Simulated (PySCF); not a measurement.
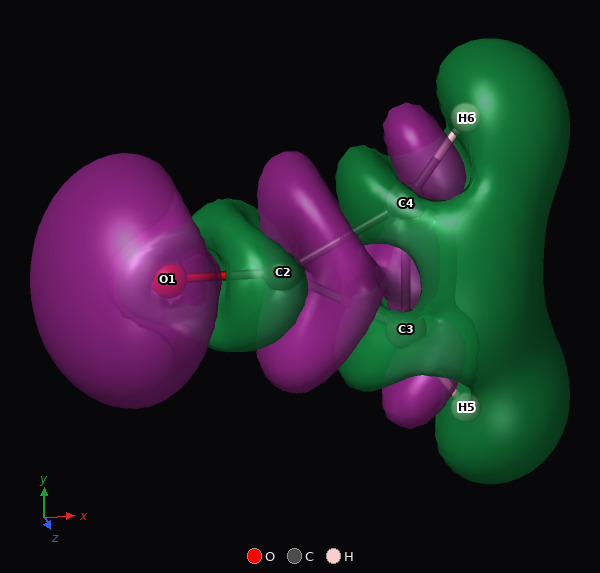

Figure 1: C$_{3}$H$_{2}$O, SMILES `O=C1C=C1`. Change of the electron density in a uniform field of 0.41 V/Å, surfaces at ±0.002 e/Å³ (green: gain, purple: loss).

PySCF calculation, ωB97X/def2-SVPD, gas phase; geometry: GFN2-xTB. No frequency check shows the geometry to be a minimum.

The field was applied in both directions; the picture shows the one opposite to the script's first.

### Along which Cartesian direction does the field point?

Along −x: electrons gather on the +x side, against the field.

### How large is the response?

The induced dipole is 0.89 D (along the field); α along this axis, from the fields in both directions, is 44 bohr³ (6.5 Å³).
